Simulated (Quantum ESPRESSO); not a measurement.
# Carrying a functional's shift from two faces of Ag to a third

Method. Quantum ESPRESSO 7.5 (pw.x, pp.x), PseudoDojo norm-conserving files, cold smearing of 0.02 Ry; slabs at the tabulated lattice constant, relaxed under PBE by pw.x; both functionals on the same atoms. Work functions in eV.

```
 face  area an atom (Å²)    PBE    PBEsol
(111)               7.24  4.520     4.656
(100)               8.36  4.130     4.256
(110)              11.83  4.142  withheld
```

One more run was made and is withheld. What does PBEsol give for (110)?

**Worked estimate.** The shifts from PBE are 4.656 − 4.520 = +0.136 eV and 4.256 − 4.130 = +0.126 eV, +0.131 eV in the mean. A rigid shift gives 4.142 + (+0.131) = 4.273 eV.

**Check.** 4.258 eV; the estimate misses by +0.015 eV. The shift is rigid within 0.03 eV, so differences between faces carry over. The measured value for this face is 4.10 eV (“Anisotropic work function of elemental crystals” (2019, arxiv:1902.07811)): PBE is off by +0.04 eV and PBEsol by +0.16 eV; other measurements of a face can differ by 0.1 to 0.2 eV.

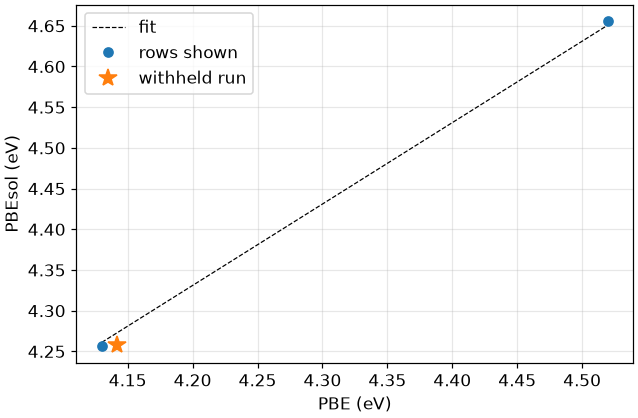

The rows shown, the fit and the withheld run.

Caveats: Thin, unreconstructed slabs; thickness and mesh leave some 0.05 to 0.1 eV open, which largely cancels in the shift.

[Logs are printed without paths, hosts, clocks, repeated set-up lines and the standing remarks that a program may print on its own settings, such as how far it seeks lower states.]
